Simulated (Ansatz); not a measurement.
```xyz
5

B    -1.8503   -2.6205   -0.3708
Cl   -2.2944    0.3656    0.8776
F    -2.6598   -3.4701   -1.0628
O    -0.8324   -1.9438   -0.8915
Si   -0.9367   -1.5022    0.9607
```

Geometry: B3LYP-D3(BJ)/def2-SVPD.

All numbers below come from isolated molecule in a Gaussian basis; Kohn-Sham density functional theory, functional PBE0 in Ansatz.

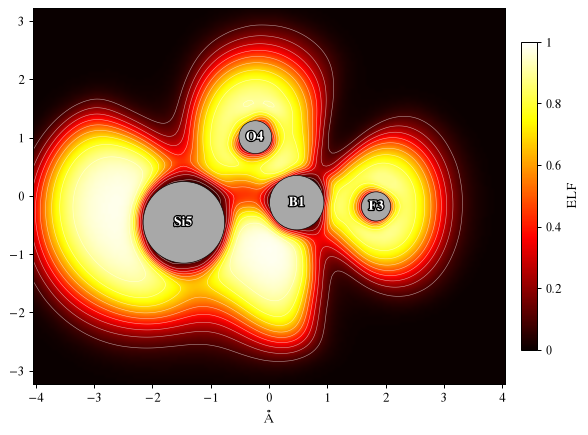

BClFOSi (SMILES F[B-]1=[Si](Cl)O1) (charge −1). ELF on the plane of atoms F3, B1 and O4. Grey discs cover the atomic cores.

Read the bonding off the picture.

Answer.
- The section cuts through B, F, O and Si sites.
- B–O (1.33 Å): the ELF peaks at about 0.85 between the atoms; a short, strongly polar bond.
- B–F (1.36 Å): the ELF peaks at about 0.85 between the atoms (a polar covalent bond).
- Si–O (1.91 Å): the ELF peaks at about 0.80 between the atoms (a shared but strongly polarised pair).
- Si–B (1.96 Å): the ELF peaks at about 0.70 between the atoms.
- The ELF also peaks beside F3, Si5 and O4, away from the bonds: lone-pair regions.
